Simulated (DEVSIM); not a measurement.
Structure: Schottky contact on n-type InP, at 400 K.

| layer (left to right) | material | thickness (μm) | Nd (cm⁻³) | τn (s) | τp (s) |
|---|---|---|---|---|---|
| 1 | InP | 1.60 | 6e15 | 1.7e-8 | 1.7e-8 |

Left contact: Schottky, work function 4.81 eV, emission velocity 5.9e6 cm/s. Right contact: ohmic. Voltage is applied to the left contact. Recombination: SRH at mid-gap. Mobility is μmin + (μ − μmin)/(1 + (N/Nref)^α).

Constants are typed, rounded textbook-type inputs, not results; the design itself was drawn at random and stands for no fabricated device. Values at 300 K; Nc and Nv go as T^1.5, mobilities as T to minus their exponent, the gap by Varshni's rule with the affinity fixed.

```tsv
parameter	InP
gap (eV)	1.344
affinity (eV)	4.38
permittivity	12.5
Nc (cm⁻³)	5.7e17
Nv (cm⁻³)	1.1e19
μn (cm²/Vs)	5200
μp (cm²/Vs)	170
μn,min	400
μp,min	10
Nref,n	3e17
Nref,p	4.9e17
αn	0.47
αp	0.62
T exponent of μn	2
T exponent of μp	2
Varshni α (eV/K)	0.000363
Varshni β (K)	162
```

Simulated with DEVSIM: 1D drift-diffusion, Boltzmann statistics, complete ionisation; no tunnelling, impact ionisation, image-force lowering or self-heating. Metal contacts follow the ideal Schottky-Mott rule: no Fermi-level pinning, no interface dipoles.

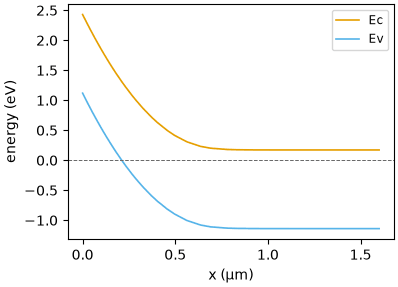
*Band edges at -2.0 V on the left contact*

Energies count from the Fermi level of the right contact; mesh points crowd at the junctions.

| x (μm) | Ec (eV) | Ev (eV) | n (cm⁻³) | p (cm⁻³) | field (V/cm) |
|---|---|---|---|---|---|
| 0.000 | 2.430 | 1.119 | 1.2e11 | 1.3e8 | -62000 |
| 0.009226 | 2.373 | 1.062 | 1.2e11 | 2.6e7 | -61000 |
| 0.02008 | 2.307 | 0.996 | 1.2e11 | 4700000 | -60000 |
| 0.03678 | 2.207 | 0.896 | 1.3e11 | 1100000 | -59000 |
| 0.07035 | 2.014 | 0.703 | 1.3e11 | 850000 | -56000 |
| 0.1007 | 1.848 | 0.537 | 1.4e11 | 800000 | -53000 |
| 0.1474 | 1.608 | 0.297 | 1.5e11 | 720000 | -49000 |
| 0.2311 | 1.226 | -0.086 | 1.8e11 | 570000 | -42000 |
| 0.3263 | 0.864 | -0.447 | 2.3e11 | 370000 | -34000 |
| 0.4571 | 0.496 | -0.815 | 8.5e11 | 63000 | -22000 |
| 0.6365 | 0.232 | -1.080 | 1.1e15 | 3500 | -7400 |
| 0.9207 | 0.173 | -1.139 | 5.8e15 | 19000 | -150 |
| 1.112 | 0.172 | -1.139 | 6.0e15 | 34000 | ≈ 0 |
| 1.236 | 0.172 | -1.139 | 6.0e15 | 44000 | ≈ 0 |
| 1.373 | 0.172 | -1.139 | 6.0e15 | 56000 | ≈ 0 |
| 1.434 | 0.172 | -1.139 | 6.0e15 | 61000 | ≈ 0 |
| 1.486 | 0.172 | -1.139 | 6.0e15 | 65000 | ≈ 0 |
| 1.524 | 0.172 | -1.139 | 6.0e15 | 68000 | ≈ 0 |
| 1.557 | 0.172 | -1.139 | 6.0e15 | 71000 | ≈ 0 |
| 1.575 | 0.172 | -1.139 | 6.0e15 | 72000 | ≈ 0 |
| 1.589 | 0.172 | -1.139 | 6.0e15 | 73000 | ≈ 0 |
| 1.600 | 0.172 | -1.139 | 6.0e15 | 74000 | ≈ 0 |
